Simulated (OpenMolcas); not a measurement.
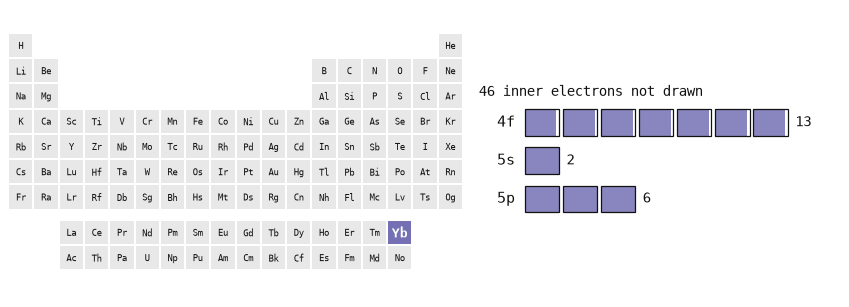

Fig. 1: Left, the place of ytterbium in the periodic table; right, the outer shells of the leading configuration of the lowest level: a box for each of the 2l + 1 orbitals, shaded by the share of the shell that is filled, with the electron count at the right.

**Multiconfigurational calculation for Yb³⁺ complex**

System: Yb³⁺ with 6 ligands (F; octahedron, 2.125 Å), embedded in KZnF3 by model potentials and point charges, whose field is part of the energies.
Method: state-averaged CASSCF, active space 13 electrons in the shell 4f, basis ANO-RCC-VDZP on the metal and ANO-RCC-VDZP on the ligands, DKH2 scalar Hamiltonian, spin-orbit coupling by RASSI with atomic mean-field integrals (OpenMolcas).

### Log (extracts)
```
--- SEWARD ---
Basis set label: YB.ANO-RCC...7S6P4D2F1G.

      Electronic valence basis set:
      ------------------
      Associated Effective Charge  70.000000 au
      Associated Actual Charge     70.000000 au
      Nuclear Model: Point charge

      Shell  nPrim  nBasis  Cartesian Spherical Contaminant
         s      25       7        X
         p      22       6        X
         d      15       4                 X
         f      11       2                 X
         g       4       1                 X
                  Relativistic Douglas-Kroll-Hess integrals:
                    - DKH order of Hamiltonian: 2
                    - DKH order of Properties : 0
                  Atomic mean-field integrals
--- RASSCF ---
Wave function specifications:
      -----------------------------

      Number of closed shell electrons         114
      Number of electrons in active shells      13
      Max number of holes in RAS1 space          0
      Max nr of electrons in RAS3 space          0
      Number of inactive orbitals               57
      Number of active orbitals                  7
      Number of secondary orbitals             112
      Spin quantum number                      0.5
      State symmetry                             2
Orbital specifications:
      -----------------------

      Symmetry species                           1   2
                                                ag  au
      Frozen orbitals                            0   0
      Inactive orbitals                         30  27
      Active orbitals                            0   7
      RAS1 orbitals                              0   0
      RAS2 orbitals                              0   7
      RAS3 orbitals                              0   0
      Secondary orbitals                        60  52
      Deleted orbitals                           0   0
      Number of basis functions                 90  86
      Number of CSFs                             7
      Number of root(s) required                 7
      Iter CI   SX   CI       RASSCF       Energy    max ROT     max BLB   max BLB  Level Ln srch  Step   QN
          iter iter root      energy       change     param      element    value   shift minimum  type update
 Nr of preliminary CI iterations:   1
      Total energies have been shifted. Add               -14000.00 au
        1   1    9    0  -644.74057172    0.00E+00  -4.77E-02   31  38 2  5.86E-01*  1.86   0.00    SX    NO
        2   1   10    0  -645.61876210   -8.78E-01*  3.57E-02   15  83 2  2.03E-01*  1.25   0.00    SX    NO
        3   1    9    0  -645.78336200   -1.65E-01*  2.15E-02   31  38 2  1.16E-01*  1.34   0.00    SX    NO
        4   1    9    0  -645.81072252   -2.74E-02* -1.28E-02   29  36 2 -7.99E-02*  1.19   0.00    SX    NO
        5   1    9    0  -645.81987715   -9.15E-03*  1.13E-02   31  38 2  5.04E-02*  1.26   0.91    QN   YES
        6   1    8    0  -645.82448588   -4.61E-03*  7.51E-03   30  33 1  1.81E-02*  1.22   1.69    LS   YES
        7   1    8    0  -645.82540615   -9.20E-04*  2.12E-03   31  38 2 -6.50E-03*  1.20   1.04    QN   YES
        8   1    8    0  -645.82566821   -2.62E-04* -1.44E-03   12  47 2  3.07E-03*  1.20   1.69    LS   YES
        9   1    7    0  -645.82572046   -5.22E-05*  3.67E-04   29  36 2  3.05E-03*  1.21   1.01    QN   YES
       10   1    7    0  -645.82574717   -2.67E-05*  1.85E-04   19  31 1  7.23E-04*  1.21   1.50    LS   YES
       11   1    7    0  -645.82575054   -3.37E-06* -1.60E-04   27  75 2  5.97E-04*  1.20   1.00    QN   YES
       12   1    6    0  -645.82575342   -2.88E-06* -1.40E-04   19  31 1  2.82E-04*  1.20   1.87    LS   YES
       13   1    6    0  -645.82575421   -7.95E-07*  4.66E-05   27  75 2 -3.02E-04*  1.20   1.00    QN   YES
       14   1    6    0  -645.82575451   -2.96E-07* -3.60E-05   27  75 2 -1.09E-04*  1.20   1.77    LS   YES
       15   1    5    0  -645.82575458   -6.68E-08*  8.42E-06   13  48 2 -5.81E-05   1.20   1.00    QN   YES
       16   1    5    0  -645.82575459   -9.21E-09  -1.26E-05   20  45 2  1.61E-05   1.20   2.50    LS   YES
      Convergence after 16 iterations
       17   1    5    0  -645.82575458    5.80E-09  -1.26E-05   13  48 2  5.92E-05   1.20   2.50    LS   YES
      Natural orbitals and occupation numbers for root  1
      sym 2:   2.000000   2.000000   2.000000   2.000000   2.000000   2.000000   1.000000
      Natural orbitals and occupation numbers for root  2
      sym 2:   1.000000   2.000000   2.000000   2.000000   2.000000   2.000000   2.000000
      Natural orbitals and occupation numbers for root  3
      sym 2:   2.000000   2.000000   2.000000   1.000000   2.000000   2.000000   2.000000
::    RASSCF root number  1 Total energy: -14645.82739312
::    RASSCF root number  2 Total energy: -14645.82739312
::    RASSCF root number  3 Total energy: -14645.82739312
::    RASSCF root number  4 Total energy: -14645.82481474
::    RASSCF root number  5 Total energy: -14645.82481474
::    RASSCF root number  6 Total energy: -14645.82481474
::    RASSCF root number  7 Total energy: -14645.82365847
--- RASSI ---
SPIN-FREE ENERGIES:
  (Shifted by EMIN (a.u.) =     -14645.8273931201)

 SF State       Relative EMIN(au)   Rel lowest level(eV)    D:o, cm**(-1)

     1             0.0000000000        0.0000000000              0.0000
     2             0.0000000000        0.0000000000              0.0000
     3             0.0000000000        0.0000000000              0.0000
     4             0.0025783786        0.0701612556            565.8887
     5             0.0025783786        0.0701612556            565.8887
     6             0.0025783786        0.0701612556            565.8887
     7             0.0037346492        0.1016249830            819.6608
     Dipole printing threshold changed to   1.00000000E+00
Eigenvalues of complex Hamiltonian:
   -----------------------------------
  (Shifted by EMIN (a.u.) =     -14645.8273931201)

 SO State       Relative EMIN(au)   Rel lowest level(eV)    D:o, cm**(-1)

     1            -0.0203968617        0.0000000000              0.0000
     2            -0.0203968617        0.0000000000              0.0000
     3            -0.0187951490        0.0435848211            351.5353
     4            -0.0187951490        0.0435848211            351.5353
     5            -0.0187951488        0.0435848261            351.5353
     6            -0.0187951488        0.0435848261            351.5353
     7            -0.0171548184        0.0882204914            711.5462
     8            -0.0171548184        0.0882204914            711.5462
     9             0.0281728257        1.3216485211          10659.8142
    10             0.0281728257        1.3216485211          10659.8142
    11             0.0281728258        1.3216485256          10659.8143
    12             0.0281728258        1.3216485256          10659.8143
    13             0.0302661114        1.3786097290          11119.2373
    14             0.0302661114        1.3786097290          11119.2373
Weights of the five most important spin-orbit-free states for each spin-orbit state.

 SO State  Total energy (au)           Spin-free states, spin, and weights
 -------------------------------------------------------------------------------------------------------
    1        -0.020397       1 0.5  0.3333    2 0.5  0.3333    3 0.5  0.3333    4 0.5  0.0000    5 0.5  0.0000
    2        -0.020397       1 0.5  0.3333    2 0.5  0.3333    3 0.5  0.3333    4 0.5  0.0000    5 0.5  0.0000
    3        -0.018795       4 0.5  0.3303    3 0.5  0.2540    6 0.5  0.2473    2 0.5  0.0791    1 0.5  0.0496
    4        -0.018795       4 0.5  0.3303    3 0.5  0.2540    6 0.5  0.2473    2 0.5  0.0791    1 0.5  0.0496
    5        -0.018795       5 0.5  0.3718    1 0.5  0.2055    2 0.5  0.1760    6 0.5  0.1643    4 0.5  0.0812
    6        -0.018795       5 0.5  0.3718    1 0.5  0.2055    2 0.5  0.1760    6 0.5  0.1642    4 0.5  0.0812
    7        -0.017155       7 0.5  0.5595    4 0.5  0.1468    6 0.5  0.1468    5 0.5  0.1468    1 0.5  0.0000
    8        -0.017155       7 0.5  0.5595    4 0.5  0.1468    6 0.5  0.1468    5 0.5  0.1468    1 0.5  0.0000
    9         0.028173       1 0.5  0.3280    2 0.5  0.2880    5 0.5  0.2305    6 0.5  0.0996    4 0.5  0.0526
   10         0.028173       1 0.5  0.3280    2 0.5  0.2880    5 0.5  0.2305    6 0.5  0.0996    4 0.5  0.0526
   11         0.028173       3 0.5  0.4102    4 0.5  0.2026    6 0.5  0.1555    2 0.5  0.1235    1 0.5  0.0836
   12         0.028173       3 0.5  0.4102    4 0.5  0.2026    6 0.5  0.1555    2 0.5  0.1235    1 0.5  0.0836
```

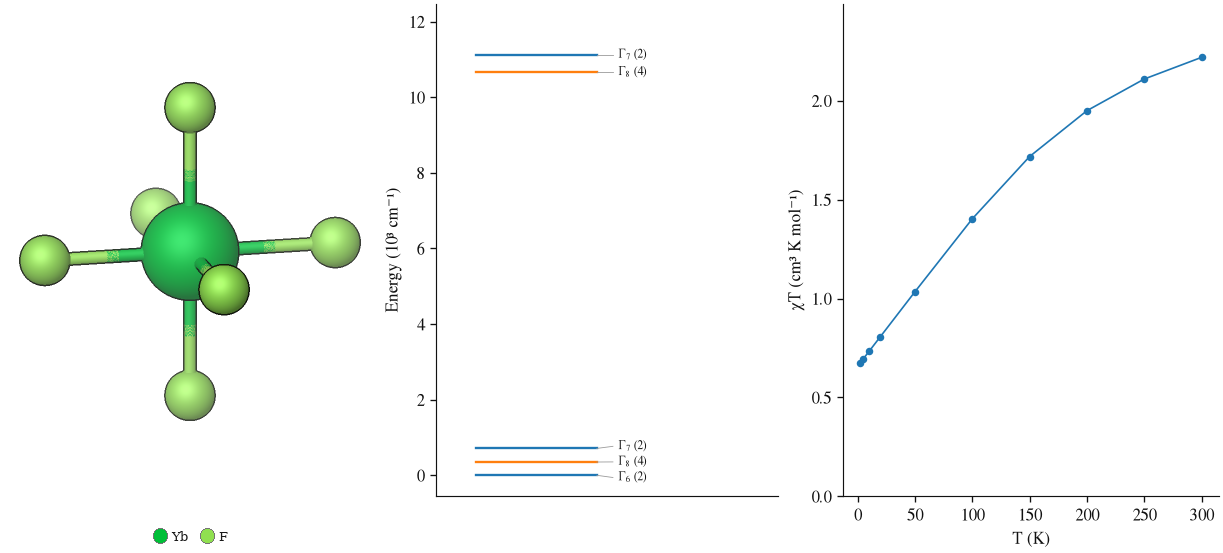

Fig. 2: Yb³⁺ (4f¹³) as a dopant in KZnF₃, a cluster with its 6 nearest F⁻ at 2.125 Å (octahedron) embedded in model potentials and point charges; the geometry was set, not optimised, and its levels and susceptibility. Labels give the representation in O, Td, D4 or D3 as the site allows (double group for half-integer spin) where it could be assigned and, in brackets, the degeneracy; spin-free states, where drawn, share the zero of the spin-orbit levels. Powder susceptibility by Van Vleck's formula. The ground level is Γ₆, a Kramers doublet, 100 % from states of spin multiplicity 2, effective J = 3.49, with |mJ| = 1/2 the largest share (58 %). Its principal g values are 2.65, 2.65 and 2.65, isotropic. The next level lies at 352 cm⁻¹ (Γ₈). The lowest J multiplet spreads over 712 cm⁻¹. χT is 0.672 cm³ K mol⁻¹ at 2 K and 2.22 at 300 K, an effective moment of 4.21 μB. The active orbitals hold 99 to 100 % metal character (Löwdin), and the Mulliken charge of the metal is +2.89.

### The input
```
&GATEWAY
Basis set
Yb.ANO-RCC-VDZP.
Yb1 0.0 0.0 0.0 Angstrom
End of basis
Basis set
F.ANO-RCC-VDZP.
L1 2.125000 0.000000 0.000000 Angstrom
L2 0.000000 2.125000 0.000000 Angstrom
L3 0.000000 0.000000 2.125000 Angstrom
End of basis
Basis set
Zn.EMB-AIMP.Lopez-Moraza.11s8p.1s1p.ECP.KZnF3.
PseudoCharge
* 3 symmetry-unique lattice sites within 7.6 angstrom
End of basis
Basis set
K.EMB-AIMP.Lopez-Moraza.0s.0s.ECP.KZnF3.
PseudoCharge
* 16 symmetry-unique lattice sites within 7.6 angstrom
End of basis
Basis set
Zn.EMB-AIMP.Lopez-Moraza.0s.0s.ECP.KZnF3.
PseudoCharge
* 10 symmetry-unique lattice sites within 7.6 angstrom
End of basis
Basis set
F.EMB-AIMP.Lopez-Moraza.0s.0s.ECP.KZnF3.
PseudoCharge
* 39 symmetry-unique lattice sites within 7.6 angstrom
End of basis
Symmetry
XYZ
AngMom=0.0 0.0 0.0
AMFI
RICD
XField
1521 Angstrom 0
* Evjen-weighted lattice charges
&SEWARD
&RASSCF
FileOrb=start.orb
Symmetry=2
Spin=2
nActEl=13 0 0
Inactive=30 27
Ras2=0 7
CIRoot=7 7 1
SDav=7
CIMx=300
Iter=150 100
PrWF=0.3
OrbListing=Nothing
MaxOrb=0
LevShft=1.0
>>> COPY $Project.JobIph JOB001
&RASSI
NrOfJobIphs=1 7
1 2 3 4 5 6 7
IphNames
JOB001
EJob
SpinOrbit
DIPRint=1.0
SOCoupling=1000.0
Subsets=2
Property=9
'ANGMOM' 1 'ANGMOM' 2 'ANGMOM' 3 'MLTPL  1' 1 'MLTPL  1' 2 'MLTPL  1' 3
'AMFI' 1 'AMFI' 2 'AMFI' 3
SOProperty=3
'ANGMOM' 1 'ANGMOM' 2 'ANGMOM' 3
```

The file start.orb holds starting orbitals from an earlier step. A driver script formed the levels outside the program, from RASSI's spin-orbit matrix and the active-space energies, averaged over the components of each term or state.

Launched with:
```bash
OMP_NUM_THREADS=1 MOLCAS_MEM=2457 MOLCAS_PROJECT=a pymolcas a.inp > a.log  # once for each step of the input, in one work folder
```

### Results in brief

- outcome: converged
- energy of the lowest spin-free term: −14645.82739 hartree
- energy of the lowest spin-orbit level: −14645.84779 hartree
- largest spread among components of a term: 0.0 cm⁻¹
- hardware: 1 thread of Intel Xeon (Sapphire Rapids), 16 GiB of memory available, shared host
- wall time: 14 s
- peak memory: 0.6 GiB

### Notes

Without dynamic correlation the splittings between terms come out too large, often by 20 to 50 %. To bear in mind: the geometry is set by hand, with no relaxation.
